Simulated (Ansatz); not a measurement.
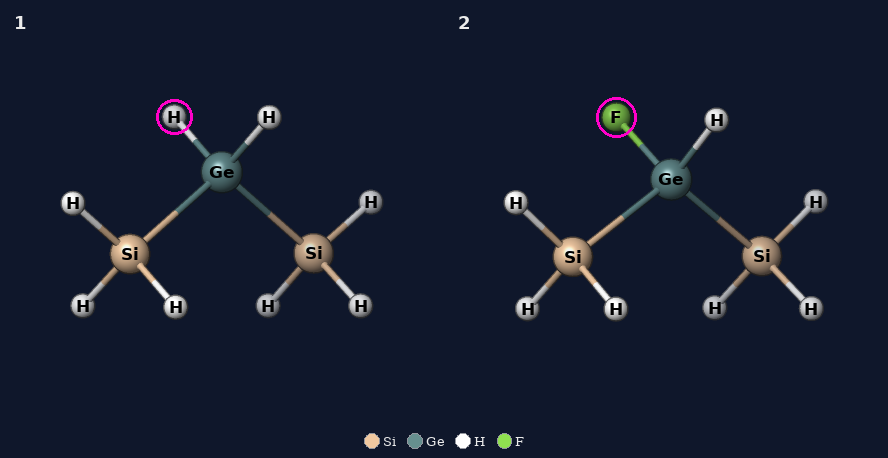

2 molecules with one skeleton, seen from the same side and at one scale; the atom that differs is circled. Charge 0, singlet. Computed geometries: PBE0-D4/def2-TZVP optimisations, one conformation each. Properties computed with Ansatz 0.2.0.

One atom differs, called X below: H in panel 1, F in panel 2. Their formulas are GeH8Si2 (`[SiH3][GeH2][SiH3]`), FGeH7Si2 (`[F][GeH]([SiH3])[SiH3]`).

Question: In which is the dipole moment larger (PBE-D4/def2-TZVPP)?

Answer: In panel 2 (X = F).

Question: In which is the mean angle Si–Ge–X larger (PBE0-D4/def2-TZVP)?

Answer: In panel 1 (X = H).

Give the values. With PBE0-D4/def2-TZVP: length of X–Ge (Å), mean angle Si–Ge–X (°). With ωB97M-V/def2-QZVPP: HOMO energy (Kohn–Sham orbital) (eV), HOMO–LUMO gap (eV). With PBE-D4/def2-TZVPP: dipole moment (D).

```json
{"quantity": "length of X–Ge (Å)", "1 (H)": "1.541", "2 (F)": "1.760", "2 − 1": "+0.219"}
{"quantity": "mean angle Si–Ge–X (°)", "1 (H)": "109.6", "2 (F)": "106.0", "2 − 1": "−3.6"}
{"quantity": "HOMO energy (Kohn–Sham orbital) (eV)", "1 (H)": "−9.89", "2 (F)": "−9.91", "2 − 1": "−0.02"}
{"quantity": "HOMO–LUMO gap (eV)", "1 (H)": "11.06", "2 (F)": "10.63", "2 − 1": "−0.43"}
{"quantity": "dipole moment (D)", "1 (H)": "0.01", "2 (F)": "1.95", "2 − 1": "+1.94"}
```
